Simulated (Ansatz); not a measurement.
Molecular dynamics of CH3Cl3Sn (part 2 of 2)

CH3Cl3Sn; RKS r2SCAN-d3bj/def2-SVP (Ansatz 0.2.0). The geometry comes from this level: PBE0-D4/def2-TZVP.

Geometry of the input (Å):
```
C  -0.8679  -0.2749  0.8433
Sn 0.6161  0.1769  -0.5916
Cl 2.4917  -1.1471  -0.3451
Cl -0.1415  -0.1358  -2.7504
Cl 1.3241  2.3699  -0.4447
H  -1.1711  -1.3124  0.7112
H  -0.4451  -0.1255  1.8357
H  -1.7143  0.3918  0.6860
```

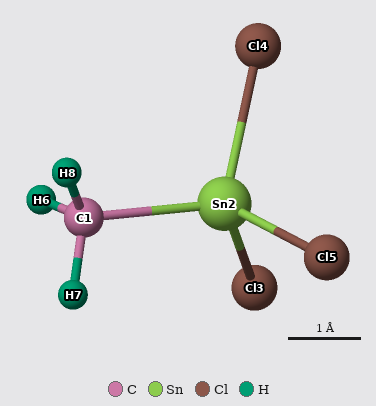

Fig. 1: The geometry at step 31 of the log (ball-and-stick view, seen at a tilt; atoms are numbered from 1 in the order of the input).

Trajectory as extended XYZ, continued:
```
8
Properties=species:S:1:pos:R:3:forces:R:3 step=10 time_fs=5.0 energy=-44475.88359 temperature=250.6
C    -0.8549   -0.2752    0.8273   -0.4148  -0.1430   0.9582
Sn    0.6158    0.1858   -0.5900   -0.1201  -0.4084  -0.0631
Cl    2.5120   -1.1361   -0.3521    0.2343  -0.1831   0.0707
Cl   -0.1441   -0.1635   -2.7471   -0.1574  -0.0578  -0.4659
Cl    1.2989    2.3623   -0.4358    0.2961   0.9007   0.0460
H    -1.1029   -1.3406    0.7064   -0.0110   0.0251   0.0242
H    -0.4106   -0.1223    1.8403   -0.2675  -0.0407  -0.4885
H    -1.7800    0.3290    0.7200    0.4404  -0.0928  -0.0816
8
Properties=species:S:1:pos:R:3:forces:R:3 step=12 time_fs=6.0 energy=-44475.87667 temperature=260.1
C    -0.8536   -0.2729    0.8256   -0.3798  -1.0789   0.3845
Sn    0.6157    0.1881   -0.5895   -0.1031  -0.5044  -0.1249
Cl    2.5162   -1.1349   -0.3523    0.1772  -0.1442   0.0691
Cl   -0.1451   -0.1687   -2.7469   -0.1447  -0.0508  -0.4407
Cl    1.2939    2.3613   -0.4336    0.3248   0.9794   0.0463
H    -1.0920   -1.3572    0.7040    0.1031   0.5184   0.0752
H    -0.4164   -0.1229    1.8180    0.0179   0.0560   0.1634
H    -1.7774    0.3045    0.7263    0.0046   0.2245  -0.1729
8
Properties=species:S:1:pos:R:3:forces:R:3 step=15 time_fs=7.5 energy=-44475.82781 temperature=186.8
C    -0.8517   -0.2719    0.8234   -0.4717  -1.9472  -0.4887
Sn    0.6155    0.1914   -0.5891   -0.0801  -0.6531  -0.2020
Cl    2.5222   -1.1333   -0.3524    0.0983  -0.0888   0.0656
Cl   -0.1463   -0.1762   -2.7469   -0.1281  -0.0409  -0.4072
Cl    1.2860    2.3598   -0.4307    0.3663   1.0984   0.0481
H    -1.0732   -1.3750    0.7020    0.1772   0.9275   0.1176
H    -0.4252   -0.1222    1.7896    0.4374   0.2060   1.1253
H    -1.7794    0.2738    0.7295   -0.3992   0.4980  -0.2586
8
Properties=species:S:1:pos:R:3:forces:R:3 step=17 time_fs=8.5 energy=-44475.81530 temperature=190.7
C    -0.8513   -0.2721    0.8213   -0.4741  -1.9871  -0.6336
Sn    0.6154    0.1935   -0.5887   -0.0535  -0.7473  -0.2476
Cl    2.5261   -1.1328   -0.3518    0.0480  -0.0520   0.0619
Cl   -0.1473   -0.1811   -2.7466   -0.1174  -0.0340  -0.3857
Cl    1.2809    2.3592   -0.4291    0.3902   1.1690   0.0490
H    -1.0592   -1.3758    0.7019    0.1482   0.8636   0.1099
H    -0.4265   -0.1200    1.7827    0.4951   0.2557   1.3042
H    -1.7848    0.2599    0.7237   -0.4365   0.5320  -0.2581
8
Properties=species:S:1:pos:R:3:forces:R:3 step=19 time_fs=9.5 energy=-44475.82951 temperature=198.1
C    -0.8510   -0.2726    0.8190   -0.4553  -1.5706  -0.3218
Sn    0.6155    0.1957   -0.5881   -0.0241  -0.8450  -0.2969
Cl    2.5299   -1.1326   -0.3514   -0.0004  -0.0157   0.0583
Cl   -0.1485   -0.1864   -2.7462   -0.1062  -0.0261  -0.3647
Cl    1.2760    2.3586   -0.4274    0.4133   1.2397   0.0504
H    -1.0444   -1.3684    0.7050    0.0675   0.5528   0.0706
H    -0.4200   -0.1157    1.7858    0.3275   0.2441   1.0108
H    -1.7947    0.2532    0.7151   -0.2224   0.4207  -0.2067
8
Properties=species:S:1:pos:R:3:forces:R:3 step=21 time_fs=10.5 energy=-44475.84417 temperature=195.2
C    -0.8506   -0.2745    0.8167   -0.3525  -0.8448   0.2885
Sn    0.6155    0.1978   -0.5877    0.0138  -0.9410  -0.3275
Cl    2.5338   -1.1325   -0.3512   -0.0474   0.0201   0.0536
Cl   -0.1496   -0.1915   -2.7456   -0.0979  -0.0186  -0.3486
Cl    1.2714    2.3582   -0.4257    0.4333   1.3060   0.0514
H    -1.0284   -1.3570    0.7100   -0.0568   0.0482   0.0084
H    -0.4119   -0.1114    1.7985    0.0388   0.1837   0.4166
H    -1.8038    0.2522    0.7064    0.0687   0.2464  -0.1424
8
Properties=species:S:1:pos:R:3:forces:R:3 step=23 time_fs=11.5 energy=-44475.83607 temperature=189.4
C    -0.8499   -0.2774    0.8147   -0.2403   0.0228   0.8673
Sn    0.6153    0.1998   -0.5873    0.0652  -1.0329  -0.3486
Cl    2.5379   -1.1322   -0.3512   -0.0942   0.0561   0.0478
Cl   -0.1506   -0.1963   -2.7448   -0.0927  -0.0119  -0.3387
Cl    1.2671    2.3580   -0.4240    0.4492   1.3639   0.0525
H    -1.0131   -1.3440    0.7155   -0.1919  -0.5819  -0.0550
H    -0.4048   -0.1046    1.8123   -0.2313   0.1117  -0.1498
H    -1.8105    0.2534    0.6951    0.3360   0.0722  -0.0755
8
Properties=species:S:1:pos:R:3:forces:R:3 step=25 time_fs=12.5 energy=-44475.81230 temperature=171.2
C    -0.8488   -0.2808    0.8131   -0.1982   0.7277   1.2113
Sn    0.6152    0.2019   -0.5871    0.1163  -1.1273  -0.3603
Cl    2.5420   -1.1319   -0.3517   -0.1375   0.0903   0.0419
Cl   -0.1519   -0.2011   -2.7433   -0.0904  -0.0061  -0.3369
Cl    1.2630    2.3579   -0.4222    0.4643   1.4218   0.0537
H    -0.9974   -1.3366    0.7207   -0.2972  -1.0795  -0.0962
H    -0.4000   -0.0966    1.8212   -0.4080   0.0591  -0.5049
H    -1.8150    0.2540    0.6816    0.5507  -0.0859  -0.0086
8
Properties=species:S:1:pos:R:3:forces:R:3 step=27 time_fs=13.5 energy=-44475.79500 temperature=166.8
C    -0.8479   -0.2837    0.8119   -0.1273   0.9906   1.4178
Sn    0.6149    0.2040   -0.5868    0.1634  -1.2192  -0.3768
Cl    2.5458   -1.1316   -0.3525   -0.1786   0.1230   0.0367
Cl   -0.1534   -0.2057   -2.7420   -0.0872   0.0003  -0.3328
Cl    1.2588    2.3581   -0.4205    0.4778   1.4747   0.0549
H    -0.9819   -1.3386    0.7265   -0.3472  -1.2039  -0.1031
H    -0.3961   -0.0877    1.8261   -0.5249   0.0158  -0.7305
H    -1.8152    0.2535    0.6700    0.6240  -0.1814   0.0337
8
Properties=species:S:1:pos:R:3:forces:R:3 step=29 time_fs=14.5 energy=-44475.80195 temperature=182.0
C    -0.8468   -0.2855    0.8122   -0.0457   0.7018   1.3751
Sn    0.6146    0.2060   -0.5866    0.2063  -1.3130  -0.3884
Cl    2.5490   -1.1314   -0.3529   -0.2138   0.1535   0.0314
Cl   -0.1548   -0.2105   -2.7405   -0.0846   0.0071  -0.3290
Cl    1.2543    2.3588   -0.4187    0.4887   1.5207   0.0556
H    -0.9699   -1.3505    0.7330   -0.3348  -0.8693  -0.0687
H    -0.3960   -0.0757    1.8239   -0.5329  -0.0078  -0.7216
H    -1.8079    0.2534    0.6586    0.5167  -0.1930   0.0455
8
Properties=species:S:1:pos:R:3:forces:R:3 step=31 time_fs=15.5 energy=-44475.81978 temperature=198.3
C    -0.8447   -0.2871    0.8133    0.0537   0.0410   1.1275
Sn    0.6144    0.2077   -0.5864    0.2512  -1.3990  -0.3970
Cl    2.5520   -1.1310   -0.3530   -0.2431   0.1810   0.0251
Cl   -0.1564   -0.2154   -2.7391   -0.0821   0.0142  -0.3226
Cl    1.2496    2.3600   -0.4168    0.4949   1.5536   0.0554
H    -0.9625   -1.3685    0.7385   -0.2803  -0.2891  -0.0162
H    -0.4017   -0.0631    1.8157   -0.4285  -0.0005  -0.4904
H    -1.7941    0.2505    0.6471    0.2343  -0.1012   0.0182
8
Properties=species:S:1:pos:R:3:forces:R:3 step=33 time_fs=16.5 energy=-44475.82570 temperature=219.6
C    -0.8418   -0.2877    0.8145    0.0497  -0.7456   0.7438
Sn    0.6139    0.2096   -0.5868    0.3161  -1.4758  -0.3927
Cl    2.5553   -1.1307   -0.3531   -0.2780   0.2127   0.0169
Cl   -0.1576   -0.2203   -2.7376   -0.0830   0.0199  -0.3227
Cl    1.2449    2.3621   -0.4150    0.4960   1.5714   0.0538
H    -0.9597   -1.3887    0.7448   -0.2085   0.3684   0.0301
H    -0.4139   -0.0508    1.8044   -0.2218   0.0454  -0.0886
H    -1.7789    0.2492    0.6380   -0.0705   0.0036  -0.0407
8
Properties=species:S:1:pos:R:3:forces:R:3 step=35 time_fs=17.5 energy=-44475.81333 temperature=218.3
C    -0.8385   -0.2888    0.8164    0.0053  -1.3692   0.3396
Sn    0.6132    0.2114   -0.5874    0.3872  -1.5510  -0.3694
Cl    2.5587   -1.1304   -0.3532   -0.3148   0.2461   0.0073
Cl   -0.1587   -0.2252   -2.7361   -0.0870   0.0244  -0.3286
Cl    1.2401    2.3643   -0.4132    0.4934   1.5810   0.0519
H    -0.9604   -1.4062    0.7520   -0.1428   0.8812   0.0657
H    -0.4286   -0.0367    1.7942    0.0046   0.0973   0.3419
H    -1.7634    0.2503    0.6294   -0.3459   0.0902  -0.1084
8
Properties=species:S:1:pos:R:3:forces:R:3 step=38 time_fs=19.0 energy=-44475.79878 temperature=200.2
C    -0.8322   -0.2921    0.8203   -0.1690  -1.5621  -0.0296
Sn    0.6115    0.2137   -0.5883    0.5171  -1.5998  -0.3449
Cl    2.5640   -1.1302   -0.3542   -0.3744   0.2979  -0.0072
Cl   -0.1610   -0.2319   -2.7339   -0.0922   0.0308  -0.3347
Cl    1.2337    2.3697   -0.4103    0.4737   1.5416   0.0459
H    -0.9579   -1.4168    0.7629   -0.0918   1.1160   0.1198
H    -0.4454   -0.0058    1.7854    0.2162   0.0986   0.7207
H    -1.7477    0.2524    0.6181   -0.4794   0.0771  -0.1700
8
Properties=species:S:1:pos:R:3:forces:R:3 step=40 time_fs=20.0 energy=-44475.81025 temperature=216.9
C    -0.8281   -0.2958    0.8234   -0.2520  -1.1425  -0.0063
Sn    0.6102    0.2149   -0.5890    0.6089  -1.6002  -0.3191
Cl    2.5675   -1.1308   -0.3550   -0.4157   0.3334  -0.0173
Cl   -0.1625   -0.2355   -2.7329   -0.0961   0.0345  -0.3397
Cl    1.2301    2.3742   -0.4083    0.4505   1.4815   0.0403
H    -0.9551   -1.4112    0.7718   -0.0957   0.8676   0.1418
H    -0.4522    0.0173    1.7866    0.2148   0.0253   0.6624
H    -1.7420    0.2524    0.6081   -0.4148   0.0004  -0.1619
8
Properties=species:S:1:pos:R:3:forces:R:3 step=42 time_fs=21.0 energy=-44475.82197 temperature=201.9
C    -0.8241   -0.2994    0.8264   -0.2511  -0.5086   0.1408
Sn    0.6090    0.2158   -0.5897    0.7051  -1.5876  -0.2871
Cl    2.5710   -1.1313   -0.3553   -0.4538   0.3666  -0.0275
Cl   -0.1633   -0.2392   -2.7319   -0.1019   0.0373  -0.3502
Cl    1.2270    2.3790   -0.4059    0.4238   1.4099   0.0339
H    -0.9524   -1.4002    0.7818   -0.1155   0.4340   0.1608
H    -0.4579    0.0433    1.7899    0.1579  -0.0924   0.4749
H    -1.7359    0.2509    0.5954   -0.3646  -0.0592  -0.1457
8
Properties=species:S:1:pos:R:3:forces:R:3 step=44 time_fs=22.0 energy=-44475.82699 temperature=203.8
C    -0.8205   -0.3026    0.8294   -0.1579   0.2141   0.4292
Sn    0.6079    0.2164   -0.5903    0.7936  -1.5579  -0.2569
Cl    2.5739   -1.1315   -0.3555   -0.4834   0.3934  -0.0365
Cl   -0.1642   -0.2428   -2.7311   -0.1057   0.0413  -0.3541
Cl    1.2242    2.3842   -0.4034    0.3931   1.3244   0.0261
H    -0.9509   -1.3879    0.7928   -0.1400  -0.0720   0.1740
H    -0.4617    0.0676    1.7978    0.0404  -0.2560   0.1382
H    -1.7301    0.2474    0.5817   -0.3400  -0.0874  -0.1200
8
Properties=species:S:1:pos:R:3:forces:R:3 step=46 time_fs=23.0 energy=-44475.82136 temperature=193.2
C    -0.8167   -0.3058    0.8320   -0.0301   0.8782   0.7637
Sn    0.6068    0.2166   -0.5907    0.8847  -1.5100  -0.2357
Cl    2.5762   -1.1315   -0.3560   -0.5033   0.4138  -0.0444
Cl   -0.1651   -0.2461   -2.7307   -0.1081   0.0468  -0.3510
Cl    1.2217    2.3897   -0.4005    0.3581   1.2245   0.0170
H    -0.9496   -1.3780    0.8051   -0.1581  -0.5398   0.1826
H    -0.4649    0.0889    1.8084   -0.0944  -0.4293  -0.2453
H    -1.7235    0.2407    0.5658   -0.3487  -0.0843  -0.0869
8
Properties=species:S:1:pos:R:3:forces:R:3 step=48 time_fs=24.0 energy=-44475.81334 temperature=195.0
C    -0.8128   -0.3084    0.8349   -0.0217   1.3704   0.8920
Sn    0.6058    0.2166   -0.5913    0.9747  -1.4582  -0.2109
Cl    2.5783   -1.1315   -0.3567   -0.5188   0.4319  -0.0523
Cl   -0.1659   -0.2497   -2.7304   -0.1107   0.0533  -0.3461
Cl    1.2194    2.3956   -0.3973    0.3202   1.1147   0.0067
H    -0.9513   -1.3705    0.8190   -0.1597  -0.9079   0.1821
H    -0.4689    0.1043    1.8150   -0.1724  -0.5130  -0.4507
H    -1.7180    0.2328    0.5462   -0.3116  -0.0912  -0.0209
8
Properties=species:S:1:pos:R:3:forces:R:3 step=50 time_fs=25.0 energy=-44475.81218 temperature=187.5
C    -0.8088   -0.3102    0.8379   -0.2072   1.5948   0.8406
Sn    0.6049    0.2167   -0.5919    1.0547  -1.4146  -0.1866
Cl    2.5802   -1.1313   -0.3577   -0.5317   0.4481  -0.0595
Cl   -0.1669   -0.2536   -2.7303   -0.1126   0.0605  -0.3376
Cl    1.2168    2.4013   -0.3940    0.2852   1.0130  -0.0037
H    -0.9542   -1.3686    0.8352   -0.1365  -1.0250   0.1683
H    -0.4749    0.1138    1.8187   -0.1956  -0.5124  -0.5102
H    -1.7167    0.2260    0.5263   -0.1562  -0.1644   0.0886
```

Results in brief:

```csv
quantity,value
outcome,finished
mean temperature over the second half,200 K
trajectory,"50 steps, 25 fs"
ensemble,nvt_langevin
temperature in the input,300 K
time step,0.5 fs
potential energy (last step),−44475.8122 eV
mean-field energy (last step),−44475.7361 eV
dispersion energy (last step),−0.0761 eV
SCF solution under orbital rotations (last step),stable
largest force (length of the vector) (last step),1.815 eV/Å
dipole moment (last step),3.56 D
hardware,"4 threads of Intel Xeon, 54 GiB of memory available, shared host"
wall time,1.9 min (CPU time 7 min)
peak memory,0.5 GiB
```

Remarks:

The program warns: the dispersion correction has no parameters fitted for this combination and takes those fitted for r2SCAN with other terms. So short a trajectory is not equilibrated. The logged temperature at the start can lie below the typed one, since it is counted over all degrees of freedom. The temperature stays far from the 300 K of the thermostat over the second half: the run isn't equilibrated.
